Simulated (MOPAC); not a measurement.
Property calculation, with input and output: CH₅FOSi₂

System: CH₅FOSi₂, SMILES F[SiH]1OC[SiH2]1.
Method: PM6-D3H4, closed shell, dispersion D3H4, COSMO solvent water (MOPAC 23.2.5).

The geometry was optimised with PM6-D3H4.

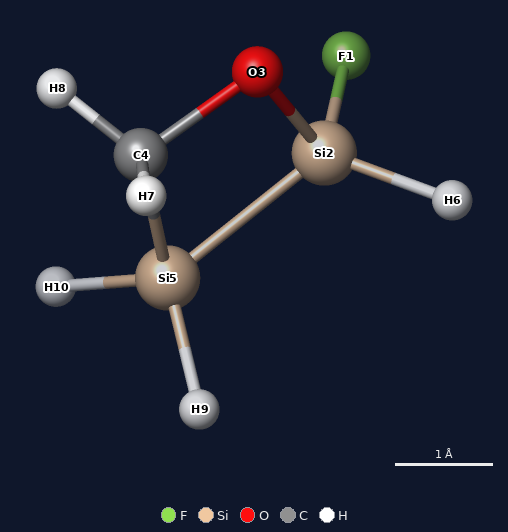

Fig. 1: The structure (ball-and-stick view, seen at a tilt; atoms are numbered from 1 in the order of the input). Bond lengths as drawn: C–H 1.11 to 1.12 Å, C–O 1.49 Å, C–Si 1.96 Å, F–Si 1.60 Å, H–Si 1.46 to 1.49 Å, O–Si 1.73 Å and Si–Si 2.07 Å.

The input (job.mop)
```
PM6-D3H4 EPS=78.4 DENSITY 1SCF PL BONDS AUX(PRECISION=6) THREADS=1
PM6-D3H4 properties
F[SiH]1OC[SiH2]1
F 0.000000 1 0.000000 1 0.000000 1
Si 1.602360 1 0.000000 1 0.000000 1
O 2.200539 1 1.622779 1 0.000000 1
C 3.024423 1 1.509698 1 1.235548 1
Si 2.666171 1 -0.344659 1 1.745068 1
H 2.022853 1 -0.646575 1 -1.243589 1
H 4.070088 1 1.737813 1 0.920680 1
H 2.644409 1 2.301880 1 1.919654 1
H 3.872835 1 -1.201241 1 1.551803 1
H 2.173626 1 -0.487940 1 3.141162 1
```

Run on 1 thread of Arm Neoverse N1, 54 GiB of memory available, shared host.

Command:
```bash
mopac job.mop
```

The program's output
```
MOPAC v23.2.5
PM6-D3H4 CALCULATION RESULTS

 *  PM6-D3H4   - CORRECT DISPERSION AND HYDROGEN BOND TERMS USING THE D3H4 METHOD
 *  EPS=78.4   - USE COSMO IMPLICIT SOLVATION MODEL
 *  1SCF       - DO 1 SCF AND THEN STOP
 *  THREADS=1  - MULTI-THREADING NOT USED
 *  AUX        - OUTPUT AUXILIARY INFORMATION
 *  DENSITY    - FINAL DENSITY MATRIX TO BE PRINTED
 *  BONDS      - FINAL BOND-ORDER MATRIX TO BE PRINTED
 *  PL         - MONITOR CONVERGENCE IN DENSITY MATRIX
PM6-D3H4 EPS=78.4 DENSITY 1SCF PL BONDS AUX(PRECISION=6) THREADS=1
 PM6-D3H4 properties
 F[SiH]1OC[SiH2]1
   ATOM   CHEMICAL          X               Y               Z
  NUMBER   SYMBOL      (ANGSTROMS)     (ANGSTROMS)     (ANGSTROMS)

     1       F          0.00000000  *   0.00000000  *   0.00000000  *
     2      Si          1.60236000  *   0.00000000  *   0.00000000  *
     3       O          2.20053900  *   1.62277900  *   0.00000000  *
     4       C          3.02442300  *   1.50969800  *   1.23554800  *
     5      Si          2.66617100  *  -0.34465900  *   1.74506800  *
     6       H          2.02285300  *  -0.64657500  *  -1.24358900  *
     7       H          4.07008800  *   1.73781300  *   0.92068000  *
     8       H          2.64440900  *   2.30188000  *   1.91965400  *
     9       H          3.87283500  *  -1.20124100  *   1.55180300  *
    10       H          2.17362600  *  -0.48794000  *   3.14116200  *

          CARTESIAN COORDINATES

    NO.       ATOM           X           Y           Z

     1         F          0.0000      0.0000      0.0000
     2        Si          1.6024      0.0000      0.0000
     3         O          2.2005      1.6228      0.0000
     4         C          3.0244      1.5097      1.2355
     5        Si          2.6662     -0.3447      1.7451
     6         H          2.0229     -0.6466     -1.2436
     7         H          4.0701      1.7378      0.9207
     8         H          2.6444      2.3019      1.9197
     9         H          3.8728     -1.2012      1.5518
    10         H          2.1736     -0.4879      3.1412

           Empirical Formula: C H5 O F Si2  =    10 atoms

      MOLECULAR POINT GROUP   :   C1

      RHF CALCULATION, NO. OF DOUBLY OCCUPIED LEVELS = 15

 ITERATION   1 PLS= 0.100E+01 0.000E+00 ENERGY     3588.001297 DELTAE 3488.0012973
 ITERATION   2 PLS= 0.110E+01 0.000E+00 ENERGY       18.211222 DELTAE-3569.7900755
 ITERATION   3 PLS= 0.825E-01 0.000E+00 ENERGY      -62.727248 DELTAE  -80.9384694
 ITERATION   4 PLS= 0.600E-01 0.000E+00 ENERGY     -210.497094 DELTAE -147.7698465
 ITERATION   5 PLS= 0.253E-01 0.000E+00 ENERGY     -124.059430 DELTAE   86.4376644
 ITERATION   6 PLS= 0.511E-01 0.000E+00 ENERGY     -129.338260 DELTAE   -5.2788299
 ITERATION   7 PLS= 0.346E-01 0.000E+00 ENERGY     -138.306352 DELTAE   -8.9680921
 ITERATION   8 PLS= 0.573E-02 0.000E+00 ENERGY     -132.379032 DELTAE    5.9273197
 ITERATION   9 PLS= 0.192E-02 0.000E+00 ENERGY     -132.401171 DELTAE   -0.0221395
 ITERATION  10 PLS= 0.102E-02 0.000E+00 ENERGY     -132.412515 DELTAE   -0.0113431
 ITERATION  11 PLS= 0.205E-03 0.000E+00 ENERGY     -132.407266 DELTAE    0.0052484
 ITERATION  12 PLS= 0.116E-03 0.000E+00 ENERGY     -132.407308 DELTAE   -0.0000417
 ITERATION   1 PLS= 0.830E-04 0.000E+00 ENERGY     -137.981606 DELTAE -237.9816059
 ITERATION   2 PLS= 0.224E-01 0.000E+00 ENERGY     -139.104249 DELTAE   -1.1226429
 ITERATION   3 PLS= 0.960E-02 0.000E+00 ENERGY     -139.361470 DELTAE   -0.2572216
 ITERATION   4 PLS= 0.604E-02 0.000E+00 ENERGY     -139.718519 DELTAE   -0.3570484
 ITERATION   5 PLS= 0.137E-02 0.000E+00 ENERGY     -139.525396 DELTAE    0.1931225
 ITERATION   6 PLS= 0.971E-03 0.000E+00 ENERGY     -139.527603 DELTAE   -0.0022065
 ITERATION   7 PLS= 0.685E-03 0.000E+00 ENERGY     -139.533503 DELTAE   -0.0059000
 ITERATION   8 PLS= 0.814E-04 0.000E+00 ENERGY     -139.529488 DELTAE    0.0040146
 ITERATION   9 PLS= 0.369E-04 0.000E+00 ENERGY     -139.529493 DELTAE   -0.0000052

 -------------------------------------------------------------------------------
 PM6-D3H4 EPS=78.4 DENSITY 1SCF PL BONDS AUX(PRECISION=6) THREADS=1
 PM6-D3H4 properties
 F[SiH]1OC[SiH2]1

     1SCF WAS SPECIFIED, SO BFGS WAS NOT USED
     SCF FIELD WAS ACHIEVED

                              PM6-D3H4 CALCULATION

          FINAL HEAT OF FORMATION =       -139.52950 KCAL/MOL =    -583.79141 KJ/MOL
          VAN DER WAALS AREA      =        130.65 SQUARE ANGSTROMS

          DIELECTRIC ENERGY       =         -0.40006 EV
          COSMO AREA              =        130.65 SQUARE ANGSTROMS
          COSMO VOLUME            =        125.94 CUBIC ANGSTROMS

          IONIZATION POTENTIAL    =          8.784126 EV
          HOMO LUMO ENERGIES (EV) =         -8.784 -0.674
          NO. OF FILLED LEVELS    =         15
          MOLECULAR WEIGHT        =        108.2193         POINT GROUP:  C1

          MOLECULAR DIMENSIONS (Angstroms)

            Atom       Atom       Distance
            H     7    F     1     4.52032
            H    10    H     6     4.25279
            H     8    H     9     3.69702

          SCF CALCULATIONS        =          2

          WALL-CLOCK TIME         =      0.031 SECONDS
          COMPUTATION TIME        =      0.027 SECONDS

   ATOM   CHEMICAL          X               Y               Z
  NUMBER   SYMBOL      (ANGSTROMS)     (ANGSTROMS)     (ANGSTROMS)

     1       F          0.00000000  *   0.00000000  *   0.00000000  *
     2      Si          1.60236000  *   0.00000000  *   0.00000000  *
     3       O          2.20053900  *   1.62277900  *   0.00000000  *
     4       C          3.02442300  *   1.50969800  *   1.23554800  *
     5      Si          2.66617100  *  -0.34465900  *   1.74506800  *
     6       H          2.02285300  *  -0.64657500  *  -1.24358900  *
     7       H          4.07008800  *   1.73781300  *   0.92068000  *
     8       H          2.64440900  *   2.30188000  *   1.91965400  *
     9       H          3.87283500  *  -1.20124100  *   1.55180300  *
    10       H          2.17362600  *  -0.48794000  *   3.14116200  *

                             CARTESIAN COORDINATES

   1    F        0.000000000     0.000000000     0.000000000
   2   Si        1.602360000     0.000000000     0.000000000
   3    O        2.200539000     1.622779000     0.000000000
   4    C        3.024423000     1.509698000     1.235548000
   5   Si        2.666171000    -0.344659000     1.745068000
   6    H        2.022853000    -0.646575000    -1.243589000
   7    H        4.070088000     1.737813000     0.920680000
   8    H        2.644409000     2.301880000     1.919654000
   9    H        3.872835000    -1.201241000     1.551803000
  10    H        2.173626000    -0.487940000     3.141162000

           Empirical Formula: C H5 O F Si2  =    10 atoms

      MOLECULAR POINT GROUP   :   C1

                  EIGENVALUES
 -40.25026 -29.74724 -23.39459 -19.45594 -16.71627 -15.93304 -15.79336 -15.32519
 -15.12325 -14.68717 -12.89434 -11.46812 -11.13052 -10.33696  -8.78413  -0.67395
  -0.19478   0.26173   0.61471   0.98198   1.10567   1.28468   1.62749   1.97140
   2.25202   2.44701   2.76395   3.40267   3.46679   4.29963   4.51373   4.65150
   4.93322   5.61925   6.10887

              NET ATOMIC CHARGES AND DIPOLE CONTRIBUTIONS

  ATOM NO.   TYPE          CHARGE      No. of ELECS.   s-Pop       p-Pop       d-Pop
    1          F          -0.370185        7.3702     1.93259     5.43760
    2         Si           0.492627        3.5074     1.13425     1.26709     1.10603
    3          O          -0.555691        6.5557     1.79464     4.76105
    4          C          -0.327059        4.3271     1.12870     3.19836
    5         Si           0.431233        3.5688     1.20520     1.86327     0.50030
    6          H          -0.005458        1.0055     1.00546
    7          H           0.181753        0.8182     0.81825
    8          H           0.173545        0.8265     0.82646
    9          H           0.010390        0.9896     0.98961
   10          H          -0.031153        1.0312     1.03115
 DIPOLE           X         Y         Z       TOTAL
 POINT-CHG.     4.262    -3.951     3.718     6.899
 HYBRID        -1.073     1.847    -0.514     2.197
 SUM            3.189    -2.104     3.203     4.986

                     DENSITY MATRIX IS

               S  F  1   PX  F  1   PY  F  1   PZ  F  1    S Si  2   PX Si  2
 ------------------------------------------------------------------------------
  S  F    1   1.932589
 PX  F    1  -0.135399   1.671221
 PY  F    1   0.001906  -0.007993   1.882616
 PZ  F    1   0.001088   0.002561   0.002824   1.883759
  S Si    2   0.087342   0.280231   0.017852  -0.003426   1.134252
 PX Si    2  -0.275678  -0.369293   0.030473   0.004837   0.079495   0.251400
 PY Si    2   0.010113   0.059524   0.282828  -0.005736  -0.132689  -0.024258
 PZ Si    2  -0.012589  -0.021396  -0.012570   0.226482   0.024862  -0.035713
 X2 Si    2   0.135697   0.452714   0.035101  -0.000407  -0.047888  -0.095731
 XZ Si    2  -0.005146  -0.011701  -0.002626  -0.401655   0.010076  -0.009620
 Z2 Si    2  -0.084160  -0.295059   0.018557   0.005076   0.119929   0.096171
 YZ Si    2   0.005870   0.016362  -0.000510   0.037548  -0.033439  -0.007475
 XY Si    2   0.013547   0.027015  -0.361720   0.003327  -0.076667   0.033923
  S  O    3   0.012048  -0.002546  -0.050505   0.005455   0.104116   0.108693
 PX  O    3   0.029356   0.021634   0.050260   0.009077  -0.163363   0.261453
 PY  O    3  -0.004429   0.048445  -0.016416  -0.000555  -0.288882  -0.173569
 PZ  O    3  -0.009038  -0.003766  -0.014440  -0.009653  -0.027865  -0.102619
  S  C    4   0.011684   0.007615  -0.007163  -0.001624  -0.002994   0.098000
 PX  C    4  -0.001809  -0.003006  -0.013904   0.008129  -0.004974  -0.028404
 PY  C    4  -0.011334  -0.014456   0.007783  -0.014148   0.077396  -0.072569
 PZ  C    4  -0.001779   0.003228  -0.023311   0.007375  -0.056226  -0.050965
  S Si    5   0.003530  -0.043277  -0.001660  -0.025395   0.299699   0.158593
 PX Si    5   0.005395   0.047706   0.007886  -0.014678  -0.344968   0.029266
 PY Si    5   0.004634   0.016739   0.005548   0.007062  -0.026381   0.011501
 PZ Si    5   0.003245   0.039401   0.000762   0.014080  -0.403243  -0.083772
 X2 Si    5  -0.004119  -0.011101   0.003028   0.006168   0.077931  -0.006788
 XZ Si    5  -0.011239  -0.042447  -0.000552  -0.015594   0.167831   0.012846
 Z2 Si    5  -0.009822  -0.005483   0.016436  -0.036560   0.101610  -0.003102
 YZ Si    5  -0.003184  -0.019015  -0.002176   0.001677   0.026841  -0.005594
 XY Si    5  -0.006007  -0.019749  -0.012008  -0.008948   0.020115  -0.009529
  S  H    6  -0.006391  -0.069666   0.000969   0.034127   0.534943   0.137801
  S  H    7   0.001396  -0.003212  -0.011260   0.000813   0.043439   0.013922
  S  H    8   0.001122   0.000859  -0.003986  -0.008408   0.037510   0.013875
  S  H    9   0.021701   0.037401   0.000902   0.014732  -0.073267   0.079819
  S  H   10   0.007593   0.030537   0.004242  -0.005184  -0.059904  -0.004973

              PY Si  2   PZ Si  2   X2 Si  2   XZ Si  2   Z2 Si  2   YZ Si  2
 ------------------------------------------------------------------------------
 PY Si    2   0.343412
 PZ Si    2   0.026271   0.672275
 X2 Si    2  -0.076526  -0.005233   0.250538
 XZ Si    2   0.006113   0.192198   0.004802   0.179012
 Z2 Si    2  -0.174892  -0.002281  -0.040586   0.004067   0.191961
 YZ Si    2  -0.010171  -0.303382  -0.010881  -0.116262   0.007322   0.289255
 XY Si    2   0.072462  -0.014483  -0.009837  -0.010094  -0.108671  -0.012688
  S  O    3   0.398632  -0.052142  -0.113993  -0.021395  -0.094006  -0.026164
 PX  O    3  -0.222523  -0.054850   0.340295  -0.013847   0.067505  -0.098711
 PY  O    3  -0.325171   0.026890   0.191884   0.024122   0.284814   0.021951
 PZ  O    3  -0.006721   0.182535  -0.073662   0.078182  -0.008588   0.314454
  S  C    4   0.099480   0.042939   0.047186   0.022092   0.002662   0.101279
 PX  C    4  -0.002912  -0.049783  -0.038631  -0.021821  -0.032584  -0.100435
 PY  C    4  -0.052727   0.009993  -0.092773  -0.047791  -0.018808  -0.134826
 PZ  C    4   0.045296  -0.061169  -0.019140  -0.035801   0.013143  -0.053498
  S Si    5  -0.100580   0.362004   0.036648   0.141141   0.110553  -0.121253
 PX Si    5   0.076128  -0.266108   0.044916  -0.083101  -0.122624   0.170755
 PY Si    5   0.081726  -0.023826   0.043510   0.009210   0.033040   0.080277
 PZ Si    5   0.097104  -0.234839   0.005827  -0.117877  -0.087586   0.160242
 X2 Si    5  -0.036978   0.061661  -0.027865   0.012649   0.004490  -0.066045
 XZ Si    5  -0.050359   0.149933  -0.017751   0.064287   0.053244  -0.107644
 Z2 Si    5  -0.024288   0.027113  -0.017668   0.006906   0.027869  -0.031878
 YZ Si    5  -0.029518   0.033424  -0.009979   0.007920   0.014364  -0.056687
 XY Si    5  -0.003739   0.037513   0.010021   0.021050   0.040354  -0.030667
  S  H    6  -0.231608  -0.608129  -0.041639  -0.229463   0.198856   0.357509
  S  H    7   0.039753   0.010943  -0.037807  -0.000958  -0.029493  -0.018583
  S  H    8   0.045974   0.005765  -0.021016  -0.026922  -0.003197  -0.039109
  S  H    9  -0.014361  -0.040557   0.015498  -0.020354  -0.081667   0.050526
  S  H   10   0.024872  -0.045276  -0.003926  -0.048283  -0.006708   0.073780

              XY Si  2    S  O  3   PX  O  3   PY  O  3   PZ  O  3    S  C  4
 ------------------------------------------------------------------------------
 XY Si    2   0.195269
  S  O    3   0.093094   1.794638
 PX  O    3   0.139169  -0.038218   1.626925
 PY  O    3  -0.366306   0.193874  -0.050610   1.661617
 PZ  O    3  -0.047475  -0.148210  -0.228840   0.025919   1.472511
  S  C    4   0.040795   0.042306   0.179831  -0.002980   0.272128   1.128701
 PX  C    4  -0.042523  -0.153205  -0.196765   0.038607  -0.396916   0.080554
 PY  C    4  -0.035922   0.036192   0.061176   0.071391   0.065195  -0.079167
 PZ  C    4  -0.020145  -0.237834  -0.403376   0.049962  -0.537143   0.159448
  S Si    5  -0.065718   0.007579   0.012345   0.100150  -0.052774   0.168262
 PX Si    5   0.039963   0.012181  -0.005966  -0.028977  -0.007623   0.122788
 PY Si    5   0.024117   0.057341  -0.004242   0.038042   0.000801   0.432101
 PZ Si    5   0.064730  -0.020978  -0.050046  -0.016383   0.010830  -0.063159
 X2 Si    5  -0.022819   0.000125  -0.012741   0.005614  -0.001605  -0.147303
 XZ Si    5  -0.037201  -0.019841  -0.007839   0.038359  -0.019008  -0.027068
 Z2 Si    5   0.000454  -0.001617   0.053673  -0.042953   0.002851  -0.092146
 YZ Si    5  -0.024783  -0.004856  -0.018607   0.063330  -0.074581  -0.066960
 XY Si    5  -0.006753  -0.011891   0.007658   0.062168  -0.079379   0.075568
  S  H    6  -0.105080  -0.013245   0.012498   0.087941   0.005813   0.025732
  S  H    7  -0.018370  -0.007501  -0.051289   0.020538   0.027705   0.509571
  S  H    8   0.021553  -0.008373   0.044294  -0.019600  -0.038054   0.511153
  S  H    9  -0.007560   0.021561  -0.029695  -0.037960   0.040020  -0.044894
  S  H   10   0.034539   0.022025   0.006688  -0.051998   0.022248  -0.044694

              PX  C  4   PY  C  4   PZ  C  4    S Si  5   PX Si  5   PY Si  5
 ------------------------------------------------------------------------------
 PX  C    4   1.030937
 PY  C    4   0.018669   1.275700
 PZ  C    4  -0.212097  -0.043071   0.891722
  S Si    5  -0.046116  -0.301013   0.106111   1.205204
 PX Si    5   0.076830  -0.159305   0.054756  -0.008918   0.665448
 PY Si    5  -0.082359  -0.475764   0.199873  -0.070478  -0.107260   0.492528
 PZ Si    5   0.007609   0.088314   0.063756   0.008675  -0.012006  -0.003610
 X2 Si    5   0.080439   0.219106  -0.106078   0.029635  -0.044664  -0.176228
 XZ Si    5  -0.026910   0.051295   0.003211  -0.005810  -0.118213  -0.006340
 Z2 Si    5   0.042753   0.126670  -0.103348   0.049780  -0.249813  -0.027099
 YZ Si    5   0.004937   0.140295   0.040909  -0.005373   0.000829  -0.085540
 XY Si    5   0.088044  -0.140695   0.016494  -0.047142  -0.180522   0.173733
  S  H    6  -0.028589  -0.022591  -0.010865  -0.055382   0.073136   0.028031
  S  H    7   0.764681   0.175725  -0.257723  -0.002791   0.068708   0.020955
  S  H    8  -0.298298   0.596722   0.488536  -0.000107  -0.021447   0.048225
  S  H    9  -0.003472   0.082433   0.000999   0.490336   0.624155  -0.409977
  S  H   10   0.035590   0.071481  -0.033076   0.497108  -0.247144  -0.043852

              PZ Si  5   X2 Si  5   XZ Si  5   Z2 Si  5   YZ Si  5   XY Si  5
 ------------------------------------------------------------------------------
 PZ Si    5   0.705290
 X2 Si    5  -0.030280   0.080672
 XZ Si    5  -0.237456   0.028213   0.109606
 Z2 Si    5   0.165777   0.038916  -0.014349   0.156754
 YZ Si    5  -0.067366   0.036333   0.035021  -0.013580   0.036747
 XY Si    5   0.020442  -0.039048   0.017078   0.057505  -0.028374   0.116518
  S  H    6   0.024245  -0.028015  -0.061302   0.023143  -0.024922  -0.026526
  S  H    7  -0.020401   0.045467  -0.023281   0.027877  -0.015025   0.062779
  S  H    8   0.040564  -0.016950   0.021254  -0.026198   0.058839  -0.055838
  S  H    9  -0.092304   0.079321  -0.067368  -0.204105   0.061294  -0.296591
  S  H   10   0.710867   0.021504  -0.206871   0.299395  -0.074398   0.052626

               S  H  6    S  H  7    S  H  8    S  H  9    S  H 10
 ------------------------------------------------------------------
  S  H    6   1.005458
  S  H    7  -0.003393   0.818247
  S  H    8   0.002471   0.014814   0.826455
  S  H    9   0.040816   0.002942   0.036228   0.989610
  S  H   10   0.066526   0.033314   0.005798  -0.085248   1.031153

          ATOMIC ORBITAL ELECTRON POPULATIONS

     Atom    s        px        py        pz      x^2-y^2     xz        z^2       yz        xy
    1  F   1.93259   1.67122   1.88262   1.88376
    2 Si   1.13425   0.25140   0.34341   0.67227   0.25054   0.17901   0.19196   0.28925   0.19527
    3  O   1.79464   1.62692   1.66162   1.47251
    4  C   1.12870   1.03094   1.27570   0.89172
    5 Si   1.20520   0.66545   0.49253   0.70529   0.08067   0.10961   0.15675   0.03675   0.11652
    6  H   1.00546
    7  H   0.81825
    8  H   0.82646
    9  H   0.98961
   10  H   1.03115

          BONDING CONTRIBUTION OF EACH M.O.

  0.3052  1.3863  1.5183  1.4752  1.3508  0.9769  0.9531  1.1932  1.2182  1.0784
  1.6829  1.6350  1.5127  1.6143  2.0636 -0.1885 -0.3902 -0.4450 -0.9862 -0.6179
 -0.5194 -0.6727 -0.2068 -0.6598 -0.5012 -1.2699 -0.8610 -1.1749 -1.2612 -1.5657
 -1.3799 -1.6494 -1.7890 -1.9160 -1.9096

            (VALENCIES)   BOND ORDERS

     1  F     (1.083)     2 Si 1.050     5 Si 0.012

     2 Si     (4.303)     3  O 1.144     1  F 1.050     5 Si 0.980     6  H 0.961     4  C 0.116     9  H 0.024
                         10  H 0.015

     3  O     (2.081)     2 Si 1.144     4  C 0.854     5 Si 0.050

     4  C     (3.724)     8  H 0.945     7  H 0.942     3  O 0.854     5 Si 0.845     2 Si 0.116

     5 Si     (3.837)     2 Si 0.980    10  H 0.957     9  H 0.951     4  C 0.845     3  O 0.050     6  H 0.016
                          7  H 0.013     8  H 0.012     1  F 0.012

     6  H     (1.000)     2 Si 0.961     5 Si 0.016

     7  H     (0.967)     4  C 0.942     5 Si 0.013

     8  H     (0.970)     4  C 0.945     5 Si 0.012

     9  H     (1.000)     5 Si 0.951     2 Si 0.024

    10  H     (0.999)     5 Si 0.957     2 Si 0.015

 *                    *
 * JOB ENDED NORMALLY *
 *                    *

 TOTAL JOB TIME:             0.04 SECONDS

 == MOPAC DONE ==
```

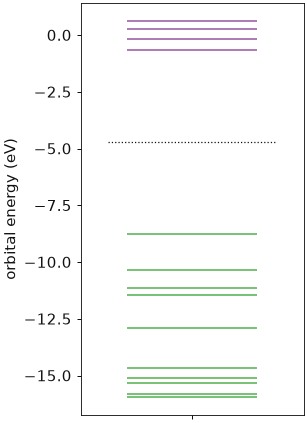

Fig. 2: Orbital energies near the frontier; the dotted line parts filled from empty levels, and levels within 0.02 eV of each other stand side by side. Highest filled −8.78 eV, lowest empty −0.67 eV, 8.11 eV apart.

Results in brief

| quantity | value |
| --- | --- |
| outcome | converged |
| heat of formation | −139.53 kcal/mol |
| basis functions | 35 |
| HOMO | −8.78 eV |
| LUMO | −0.67 eV |
| dipole moment | 4.99 D |
| peak memory | 0.074 GiB |

Remarks

MOPAC's energies along a path are heats of formation.
